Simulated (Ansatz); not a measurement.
Cell and atoms:

```cif
data_structure
_symmetry_space_group_name_H-M 'P 1'
_symmetry_Int_Tables_number 1
_cell_length_a 3.6260
_cell_length_b 3.6260
_cell_length_c 3.6260
_cell_angle_alpha 90.000
_cell_angle_beta 90.000
_cell_angle_gamma 90.000
_cell_volume 47.67
loop_
_atom_site_label
_atom_site_type_symbol
_atom_site_fract_x
_atom_site_fract_y
_atom_site_fract_z
_atom_site_occupancy
B1 B 0.00000 0.00000 0.00000 1
N1 N 0.25000 0.25000 0.25000 1
B2 B 0.00000 0.50000 0.50000 1
N2 N 0.25000 0.75000 0.75000 1
B3 B 0.50000 0.00000 0.50000 1
N3 N 0.75000 0.25000 0.75000 1
B4 B 0.50000 0.50000 0.00000 1
N4 N 0.75000 0.75000 0.25000 1
```

**What would you see if this were drawn?**

Chemical formula BN. The space group is F-43m (No. 216); the lattice is face-centred cubic. The arrangement is known as zinc blende (sphalerite type). In the cell are 4 B, 4 N, which makes 4 formula units. The neighbours of B are four N in a tetrahedral arrangement at 1.57 Å. Each N atom is coordinated by four B in a tetrahedral arrangement at 1.57 Å. The bonds build a three-dimensional framework.

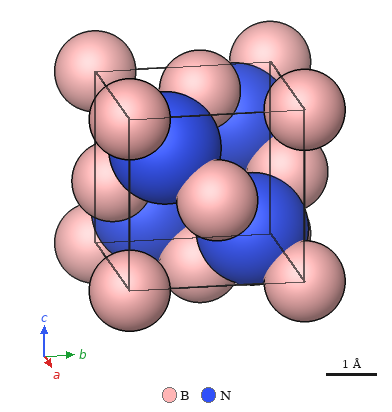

Space-filling drawing of the structure, looking slightly off an axis. The lines enclose the conventional unit cell; boundary atoms appear with their images.

The model was built from a structure listed in the Materials Project. Earlier steps of the study, as a rule a relaxation of our own, may have changed the cell and positions, so they can lie some per cent off the listed ones. A calculation with Ansatz used it as input.
